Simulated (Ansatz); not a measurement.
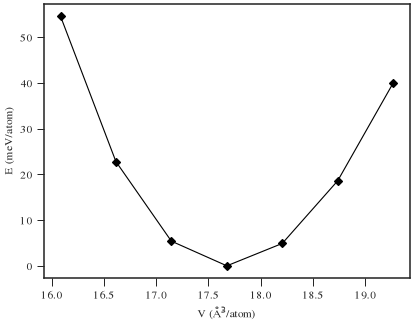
*TiGe in space group P6_3/mmc (No. 194; Ti on 4f, Ge on 2a, Ge on 2d) under volume change, PBE (plane waves, PAW; program Ansatz), shape and atoms relaxed at each volume.*

What does a third-order Birch–Murnaghan fit give for V₀, B₀ and B′?

V₀ = 17.68 Å³/atom, B₀ = 104 GPa, B′ = 4.2.

A made-up cell: these elements were put on the sites of a structure type; neither database checked (COD, Materials Project) lists it. Whether it is the stable phase at ambient conditions was not checked. Symmetry was held in the PBE relaxation; its stability against distortions is not shown here. The run is not spin-polarised.

Potentials: the later of the program's two PAW sets.
